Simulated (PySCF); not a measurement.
**CHF (SMILES [CH]F): levels of theory compared**

Wanted: a comparison of 6 runs (M06-2X/STO-3G, wB97X-V/STO-3G, MP2/STO-3G, UMP2/STO-3G, CCSD(T)/STO-3G, FCI/STO-3G) of CHF. The job is set up through a Python script.

Program for the calculation: PySCF 2.14.0.

22 further runs of the same task are left out: 10 that didn't finish, 12 set aside as unsound or not needed.

### 1 The system as given

CHF has 3 atoms, charge 0, and is taken as a singlet. SMILES: `[CH]F`. The C1–F2 distance was set to 1.974 Å, away from the relaxed value. At this shape a bond of the SMILES string is far longer than usual.

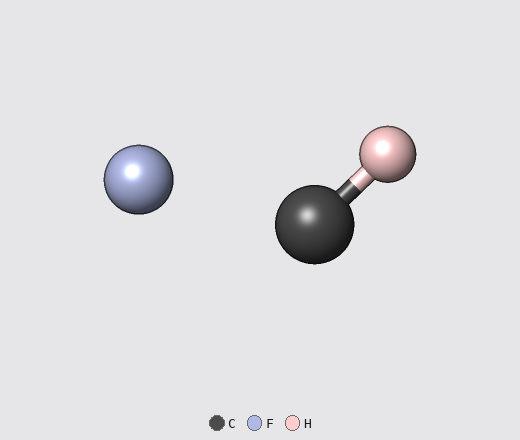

The structure, seen from a chosen angle (carbon dark grey, fluorine light blue, hydrogen pink).

### 2 The energy at M06-2X/STO-3G (run 1)

File input.py:

```python
from pyscf import gto, dft

mol = gto.Mole()
mol.atom = [
    ('C', (-0.677034, -0.533156, -0.424660)),
    ('F', (0.969610, -0.011280, 0.530170)),
    ('H', (-1.390374, 0.196504, -0.742090)),
]
mol.max_memory = 1860
mol.charge = 0
mol.basis = 'sto-3g'
mol.verbose = 3
mol.build()

mf = dft.RKS(mol)
mf.xc = 'm06-2x'
mf.grids.level = 5
mf.conv_tol = 1e-10
mf.kernel()
if not mf.converged:
    mf = mf.newton().run(mf.mo_coeff, mf.mo_occ)

e_tot = mf.e_tot
print(f'total energy: {e_tot:.8f} hartree')
```

The run is started by

```
$ OMP_NUM_THREADS=1 python input.py
```

Output:

```text
converged SCF energy = -136.278392345615
total energy: -136.27839235 hartree
```

Wall time 2.4 s (1 thread of Arm Neoverse V1, shared host); peak memory 0.16 GiB.

### 3 The energy at wB97X-V/STO-3G (run 2)

File start.xyz:

```xyz
3

C     -0.677034    -0.533156    -0.424660
F      0.969610    -0.011280     0.530170
H     -1.390374     0.196504    -0.742090
```

File calc.py:

```python
from pyscf import gto, dft

molecule = gto.M(
    atom='start.xyz',
    max_memory=1860,
    verbose=4,
    spin=0,
    basis='sto-3g',
    charge=0,
)

mf = dft.RKS(molecule)
mf.xc = 'wb97x-v'
mf.nlcgrids.level = 1
mf.grids.level = 5
mf.conv_tol = 1e-10
mf.kernel()
if not mf.converged:
    mf = mf.newton().run(mf.mo_coeff, mf.mo_occ)

e_tot = mf.e_tot
print('Final energy', e_tot)
```

The run is started by

```
$ OMP_NUM_THREADS=1 python calc.py
```

Output:

```text
PySCF version 2.14.0

[INPUT] num. atoms = 3
[INPUT] num. electrons = 16
[INPUT] charge = 0
[INPUT] spin (= nelec alpha-beta = 2S) = 0
[INPUT] symmetry False subgroup None
[INPUT] Mole.unit = angstrom
[INPUT] Symbol           X                Y                Z      unit          X                Y                Z       unit  Magmom
[INPUT]  1 C     -0.677034000000  -0.533156000000  -0.424660000000 AA   -1.279408837019  -1.007518821669  -0.802491096058 Bohr   0.0
[INPUT]  2 F      0.969610000000  -0.011280000000   0.530170000000 AA    1.832297347640  -0.021316110685   1.001876099461 Bohr   0.0
[INPUT]  3 H     -1.390374000000   0.196504000000  -0.742090000000 AA   -2.627426070716   0.371338742382  -1.402346859778 Bohr   0.0

nuclear repulsion = 19.2203255407537
number of shells = 7
number of NR pGTOs = 33
number of NR cGTOs = 11
basis = sto-3g
ecp = {}

[... 76 lines left out ...]
converged SCF energy = -136.257709208793
Final energy -136.2577092087934
```

Run time: 11 s. Hardware: 1 thread of Arm Neoverse V1, shared host; peak memory 0.15 GiB.

Run 3 isn't shown in full; the table further down has it.

### 4 A single-point energy at UMP2/STO-3G (run 4)

File input.py:

```python
from pyscf import gto, mp

molecule = gto.M(
    atom='C -0.677034 -0.533156 -0.424660; F 0.969610 -0.011280 0.530170; H -1.390374 0.196504 -0.742090',
    basis='sto-3g',
    verbose=4,
    max_memory=1860,
    spin=0,
)

mf = molecule.UHF()
mf.conv_tol = 1e-10
mf.kernel()
if not mf.converged:
    mf = mf.newton().run(mf.mo_coeff, mf.mo_occ)
for _ in range(3):
    mo, _, stable, _ = mf.stability(return_status=True)
    if stable:
        break
    mf.kernel(mf.make_rdm1(mo, mf.mo_occ))

pt = mp.MP2(mf, frozen=2).run()
e_tot = pt.e_tot
print(f'total energy: {e_tot:.8f} hartree')
```

The run is started by

```
$ OMP_NUM_THREADS=1 python input.py
```

Output:

```text
PySCF version 2.14.0

[INPUT] num. atoms = 3
[INPUT] num. electrons = 16
[INPUT] charge = 0
[INPUT] spin (= nelec alpha-beta = 2S) = 0
[INPUT] symmetry False subgroup None
[INPUT] Mole.unit = angstrom
[INPUT] Symbol           X                Y                Z      unit          X                Y                Z       unit  Magmom
[INPUT]  1 C     -0.677034000000  -0.533156000000  -0.424660000000 AA   -1.279408837019  -1.007518821669  -0.802491096058 Bohr   0.0
[INPUT]  2 F      0.969610000000  -0.011280000000   0.530170000000 AA    1.832297347640  -0.021316110685   1.001876099461 Bohr   0.0
[INPUT]  3 H     -1.390374000000   0.196504000000  -0.742090000000 AA   -2.627426070716   0.371338742382  -1.402346859778 Bohr   0.0

nuclear repulsion = 19.2203255407537
number of shells = 7
number of NR pGTOs = 33
number of NR cGTOs = 11
basis = sto-3g
ecp = {}

[... 101 lines left out ...]
converged SCF energy = -135.664099495595  <S^2> = 5.6310512e-13  2S+1 = 1
[... 92 lines left out ...]
converged SCF energy = -135.753478052281  <S^2> = 0.85209865  2S+1 = 2.0996177
[... 148 lines left out ...]
converged SCF energy = -135.76745786191  <S^2> = 1.3384132  2S+1 = 2.5206453
[... 3 lines left out ...]
******** <class 'pyscf.mp.ump2.UMP2'> ********
nocc = (np.int64(6), np.int64(6)), nmo = (9, 9)
frozen orbitals 2
E(UMP2) = -135.786088050299  E_corr = -0.0186301883887774
E(SCS-UMP2) = -135.789255815366  E_corr = -0.021797953456075
E_corr(same-spin) = -0.000644160704374452
E_corr(oppo-spin) = -0.0179860276844029
total energy: -135.78608805 hartree
```

It took 1 s on 1 thread of Arm Neoverse V1, shared host; peak memory 0.12 GiB.

Run 5 isn't shown in full; the table further down has it.

### 5 The energy at FCI/STO-3G (run 6)

File run.py:

```python
from pyscf import gto, mcscf
from pyscf import fci

mol = gto.Mole()
mol.atom = '''
C     -0.677034    -0.533156    -0.424660
F      0.969610    -0.011280     0.530170
H     -1.390374     0.196504    -0.742090
'''
mol.max_memory = 1860
mol.basis = 'sto-3g'
mol.verbose = 3
mol.spin = 0
mol.charge = 0
mol.build()

mf = mol.RHF()
mf.conv_tol = 1e-10
mf.kernel()
if not mf.converged:
    mf = mf.newton().run(mf.mo_coeff, mf.mo_occ)

cas = mcscf.CASCI(mf, mf.mo_coeff.shape[-1] - 2, (mol.nelec[0] - 2, mol.nelec[1] - 2))  # full CI above the frozen core
cas.fcisolver = fci.direct_spin0.FCI(mol)  # even spin states alone
cas.kernel()
print('<S^2> = %.4f' % cas.fcisolver.spin_square(cas.ci, cas.ncas, cas.nelecas)[0])
e_final = cas.e_tot
print('E = %.10f Eh' % e_final)
```

The run is started by

```
$ OMP_NUM_THREADS=1 python run.py
```

Output:

```text
converged SCF energy = -135.664099495595
CASCI E = -135.832591066943  E(CI) = -40.0608935485284  S^2 = 0.0000000
<S^2> = 0.0000
E = -135.8325910669 Eh
```

Wall time 0.99 s (1 thread of Arm Neoverse V1, shared host); peak memory 0.12 GiB.

### 6 All runs side by side

```tsv
run	level	nlc grid	integration grid	energy (Eh)	dipole moment (D) of the reference	HOMO energy (eV)	LUMO energy (eV)	wall time
1	M06-2X/STO-3G	–	5	-136.278392	1.83	-5.65	0.64	2.4 s
2	wB97X-V/STO-3G	1	5	-136.257709	1.76	-6.57	2.03	11 s
3	MP2/STO-3G	–	–	-135.759939	2.02	-7.66	5.24	0.85 s
4	UMP2/STO-3G	–	–	-135.786088	0.94	-9.21	6.52	1 s
5	CCSD(T)/STO-3G	–	–	-135.826610	2.02	-7.66	5.24	0.95 s
6	FCI/STO-3G	–	–	-135.832591	2.02	-7.66	5.24	0.99 s
```

### 7 What came out

| quantity | value |
| --- | --- |
| run 6: total energy | -135.83259 Eh |
| run 6: dipole moment (Hartree–Fock density) | 2.02 D |
| run 6: HOMO energy (Hartree–Fock orbitals) | -7.66 eV |
| run 6: LUMO energy (Hartree–Fock orbitals) | 5.24 eV |
| run 6: HOMO–LUMO gap (Hartree–Fock orbitals) | 12.90 eV |
| run 6: correlation energy (2 core orbitals frozen) | -168.5 mEh |

**Reading.** Against full CI in this basis: MP2 +72.7 mEh; UMP2 +46.5 mEh; CCSD(T) +6.0 mEh. Totals of different functionals can't be ranked against each other. In run 5 the T1 diagnostic is large, so a single reference may not serve. In runs 1, 2, 3, 4, 5, 6 the basis is minimal, so the values are rough. Spin contamination of the reference: run 4 ⟨S²⟩ = 1.34. Where it is this large, the reference is a mixture of spin states, and values that rest on it are in doubt. All runs together took 17 s, the longest 11 s.
